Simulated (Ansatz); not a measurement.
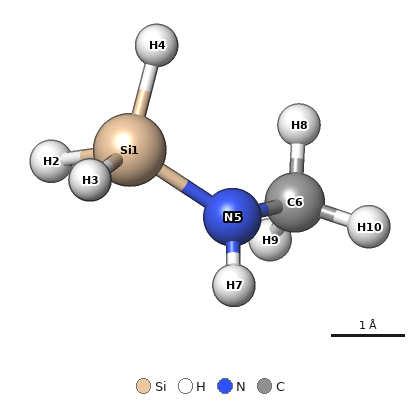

Figure 1. The structure (ball-and-stick view, seen at a tilt; atoms are numbered from 1 in the order of the input). Bond lengths as drawn: C–H 1.09 to 1.10 Å, C–N 1.45 Å, H–N 1.01 Å, H–Si 1.49 to 1.50 Å and N–Si 1.72 Å.

**Single-point calculation of CH₇NSi**

System: CH₇NSi.
Method: RKS B3LYP-D4/def2-TZVPP (Ansatz 0.2.0).

The geometry comes from this level: PBE0-D4/def2-TZVP.

Log
```
Functional definition: B3LYP
  name "B3LYP"
  cite "Stephens, Devlin, Chabalowski & Frisch, J. Phys. Chem. 98, 11623 (1994) doi:10.1021/j100096a001"
  cite "Becke, Phys. Rev. A 38, 3098 (1988) doi:10.1103/PhysRevA.38.3098"
  cite "Lee, Yang & Parr, Phys. Rev. B 37, 785 (1988) doi:10.1103/PhysRevB.37.785"
  cite "Vosko, Wilk & Nusair, Can. J. Phys. 58, 1200 (1980) doi:10.1139/p80-159"
  parameter a0 = 0.2
  parameter ax = 0.72
  parameter ac = 0.81
  exchange = (1 - a0 - ax)*slater_x + ax*b88_x + a0*exact_x
  correlation = (1 - ac)*vwn_rpa_c + ac*lyp_c
1039 factors; their error is unknown
mean field evaluation 1: about -10512.8314 eV, gradient 6.4e1 eV
mean field evaluation 2: about -10497.3576 eV, gradient 1.0e2 eV
mean field evaluation 4: about -10521.1241 eV, gradient 5.7e0 eV
mean field evaluation 8: about -10521.1881 eV, gradient 4.4e-2 eV
mean field evaluation 16: about -10521.1925 eV, gradient 4.7e-5 eV
mean field -10521.19254945 eV, -386.6466946717 hartree, gradient 4.7e-5 eV, S^2 0.000000; 0 other end points of the search recorded, 0 dependent functions left out
reference -10521.19281899 eV, -386.6467045772 hartree; 17, 17 occupied and 185, 185 virtual orbitals, 1039 factors
Total energy: -10521.44418427 eV, -386.6559420807 hartree
```

The run was set up as follows.

Input file
```yaml
crystal:
  periodic: [false, false, false]
  atoms:
    - {symbol: Si, position_ang: [-1.524396, -0.180737, -0.528984]}
    - {symbol: H, position_ang: [-1.909323, -1.177379, -1.576009]}
    - {symbol: H, position_ang: [-2.606063, -0.143029, 0.489080]}
    - {symbol: H, position_ang: [-1.397259, 1.132590, -1.217054]}
    - {symbol: N, position_ang: [-0.056052, -0.511261, 0.294567]}
    - {symbol: C, position_ang: [1.232704, -0.521551, -0.363165]}
    - {symbol: H, position_ang: [-0.099910, -1.104911, 1.107154]}
    - {symbol: H, position_ang: [1.259735, 0.262799, -1.124532]}
    - {symbol: H, position_ang: [1.468287, -1.471288, -0.861913]}
    - {symbol: H, position_ang: [2.035104, -0.304183, 0.347476]}
basis:
  gaussian: {orbitals: def2-TZVPP}
hamiltonian: {xc: {name: B3LYP}, dispersion: d4}
```

Command:
```bash
ansatz run in.yaml --threads 4 --pin off --events-out ev --progress --plain --max-ram 9574MiB
```

Summary

- outcome: converged
- total energy: −10521.4442 eV
- mean-field energy: −10521.1928 eV
- dispersion energy: −0.2514 eV
- SCF solution under orbital rotations: stable
- hardware: 4 threads of Arm Neoverse V1, 23 GiB of memory available, shared host
- wall time: 1.3 s (CPU time 4.6 s)
- peak memory: 0.45 GiB
